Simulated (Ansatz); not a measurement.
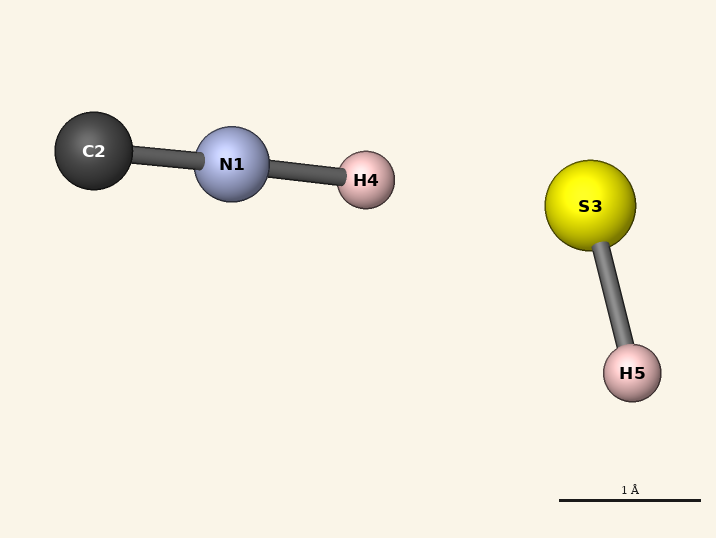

Charge −1, singlet. The geometry was computed by an optimisation with PBE0-D4/def2-TZVPD. No frequency run is at hand to confirm it as a minimum.

Which hydrogen bonds does the structure hold? Count O, N, F, S and Cl donors.

```
   D–H···A  D–H (Å)  H···A (Å)  angle (°)            kind
N1–H4···S3     1.12       1.88        180  intermolecular
```
